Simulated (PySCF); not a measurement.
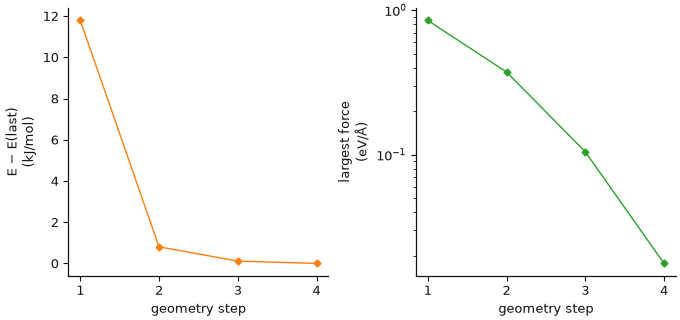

History of a geometry optimisation.

- system: C4H12Si2 (SMILES [SiH3][SiH2]C1CCC1)
- method: PBE0-D3(BJ)/def2-SVP, geometry optimisation in PySCF 2.14.0, density fitting

Question: How did it end, and what did it gain?

Answer: The optimisation met its thresholds at geometry 4, counting the start as the first. The energy fell by about 12 kJ/mol from the first step to the last. The largest force goes from about 0.85 eV/Å at the start to 0.018 eV/Å at the end.
